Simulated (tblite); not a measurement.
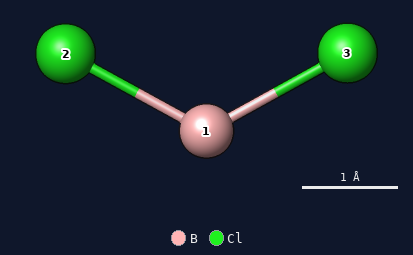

*The input geometry (ball-and-stick view, seen on its broad side; atoms are numbered from 1 in the order of the input).*

Bond lengths as drawn: B–Cl 1.70 Å.

## Frequency calculation of BCl2

The run: frequency calculation of BCl2, multiplicity 2, SMILES Cl[B]Cl. Method and program: GFN2-xTB harmonic vibrations, gas phase (tblite 0.8.0).

**Log**
```
mode    cm-1     km/mol
  1     271.7      2.04
  2     709.3      0.18
  3     779.7    111.41
ZPE 10.531  H(298)-E 22.154  G(298)-E -58.576 kJ/mol  S 270.77 J/(mol K)
```

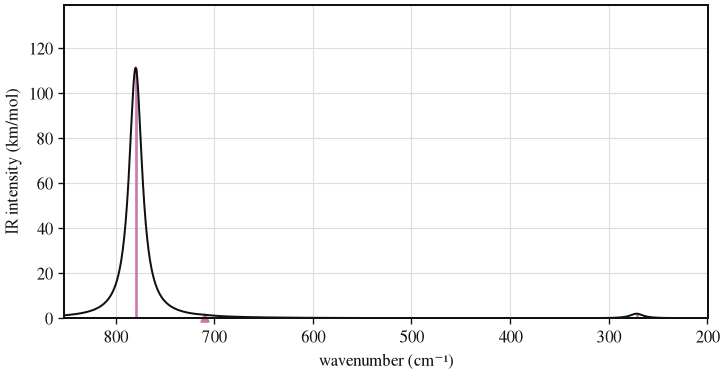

*Harmonic infrared spectrum, unscaled: sticks (degenerate modes added up, dark ones marked on the axis) with a Lorentzian envelope of 16 cm⁻¹ full width, scaled to the tallest stick.*

3 modes from 272 to 780 cm⁻¹, none imaginary. The strongest line is at 780 cm⁻¹ (111 km/mol). All modes, in cm⁻¹ (km/mol): 272 (2.0), 709 (0.2), 780 (111).

This output came from the following input.

**The input**
```
{"job": {"kind": "ir", "xc": "GFN2-xTB", "basis": "xTB"}, "charge": 0, "multiplicity": 2}
B      0.030675     0.030092    -0.016934
Cl    -0.848993     1.479458    -0.016632
Cl     1.726030     0.001882    -0.026221
```

The first line tells a small driver script what to run in tblite; the rest is the geometry in Å.

Command:
```bash
OMP_NUM_THREADS=1 python <driver script> task.json out
```

**Summary**

| quantity | value |
| --- | --- |
| outcome | converged |
| total energy | −280.5323 eV |
| zero-point energy | 2.5170 kcal/mol |
| hardware | 1 CPU thread, shared host |
| peak memory | 0.3 GiB |
